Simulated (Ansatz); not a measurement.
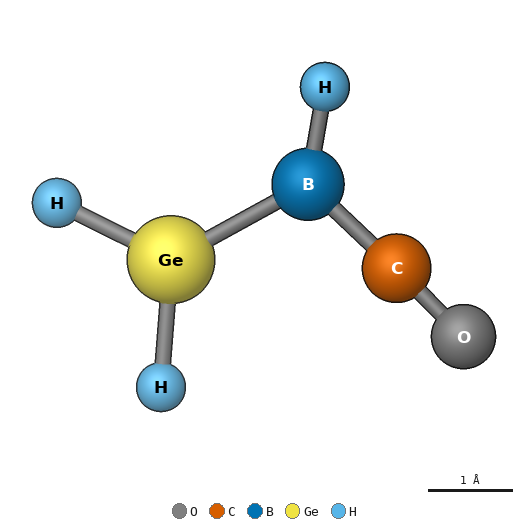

Rendered structure (ball-and-stick style).

The computed structure is the end point of a PBE0-D4/def2-TZVP optimisation.

**Which formula does it have?**

CH3BGeO, 7 atoms: 1 carbon, 3 hydrogen, 1 boron, 1 germanium and 1 oxygen.

**How many bonds of each kind are drawn?**

2 Ge–H, 1 C–O, 1 B–H, 1 C–B, 1 B–Ge. Sticks follow a distance rule.

**How many atoms are distinct by symmetry?**

7: 1 O, 1 C, 1 B, 1 Ge, 1 H, 1 H, 1 H.

More results for the same structure follow; atom numbers are the same in all pictures, views and colours differ.

## Geometry

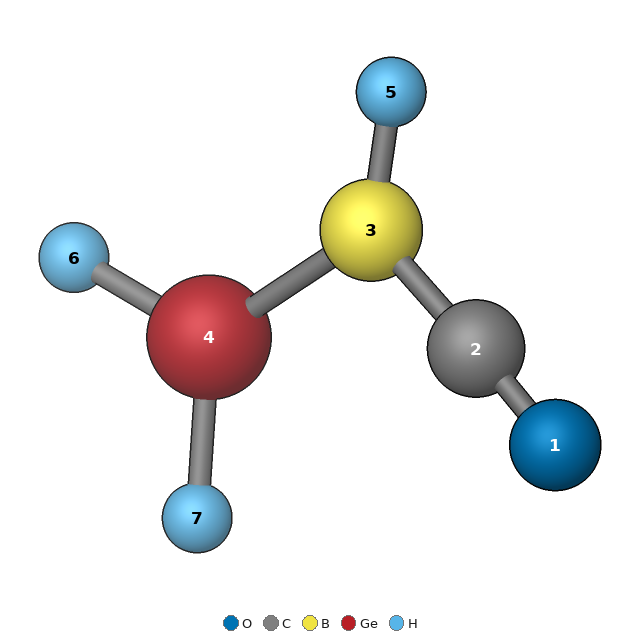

The atoms are numbered.

List the bonds and their lengths.

```tsv
bond	length (Å)
O1–C2	1.144
C2–B3	1.460
B3–Ge4	1.900
B3–H5	1.187
Ge4–H6	1.532
Ge4–H7	1.533
```

## Thermal motion

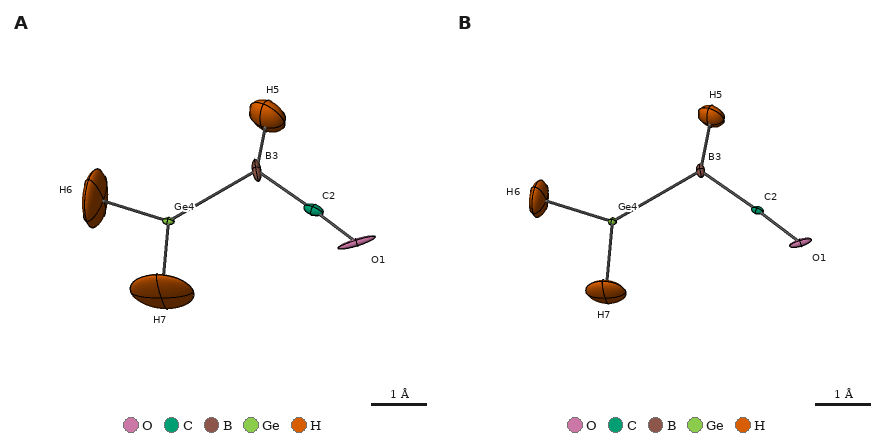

Displacement ellipsoids at the 50 % level, from the internal vibrations of the free molecule (harmonic, no overall translation or rotation; no half-axis is drawn under 0.075 Å). Vibrations computed with RKS PBE0-D4/def2-TZVP (Ansatz 0.2.0). One panel is for 298 K, the other for 900 K.

**Which panel is for 900 K?**

A.

**How much does the mean-square displacement of O1 grow, and why?**

U_eq goes from 0.0066 to 0.0190 Å², a factor of 2.9. Modes below kT (626 cm⁻¹ at 900 K) grow about in proportion to T, and the lowest lies at 109 cm⁻¹; the mean-square amplitude of a mode is its zero-point value times coth(ħω/2kT), which comes close to 1 only above about 3kT.

## Dipole moment

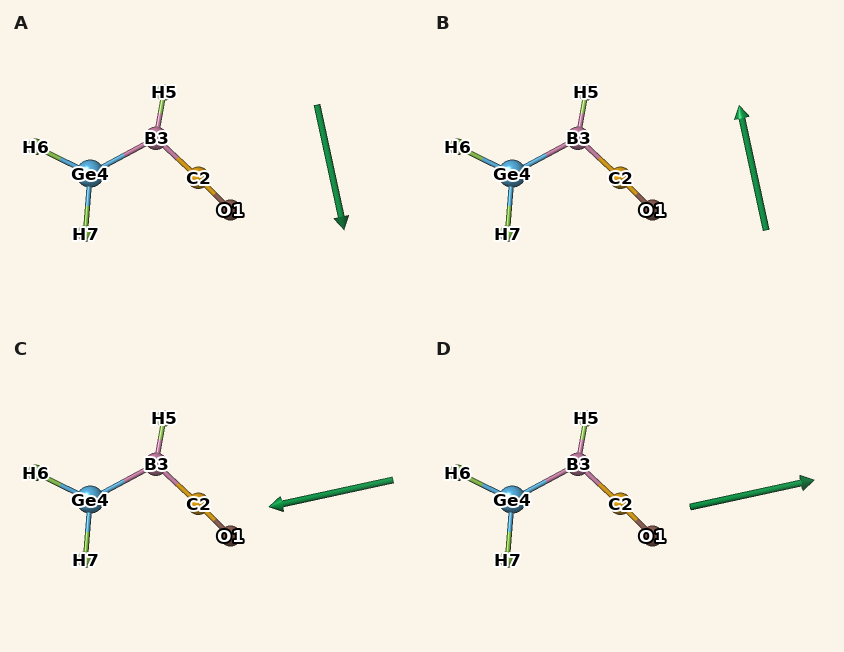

The same molecule four times, each with an arrow. Level of theory: RKS r2SCAN-D4/def2-TZVPP (Ansatz 0.2.0).

**Which arrow points along the dipole moment, from the negative to the positive end?**

C. The dipole moment is 0.99 D; it points from the side of O1 to the side of H6 (the outermost atoms at the two ends).

## Electronic properties

Method: RKS BHLYP-D4/def2-TZVPP (Ansatz 0.2.0).

Computed properties:

- HOMO energy (Kohn–Sham orbital): −6.98 eV
- LUMO energy (Kohn–Sham orbital): −1.58 eV
- HOMO–LUMO gap: 5.41 eV
- dispersion correction: −17.0 kJ/mol

## Charges

The questions are on Mulliken charges. Level of theory: RKS PBE0-D4/def2-TZVP (Ansatz 0.2.0).

**Which atom carries the highest charge (most positive or least negative)?**

C2 (0.28 e).

**And the lowest?**

B3 (−0.28 e).

Give the Mulliken charges atom by atom.

| atom | value (e) |
| --- | --- |
| O1 | −0.09 |
| C2 | 0.28 |
| B3 | −0.28 |
| Ge4 | −0.05 |
| H5 | 0.06 |
| H6 | 0.04 |
| H7 | 0.04 |

Mulliken values depend strongly on the basis set and can even reverse the polarity of a bond.
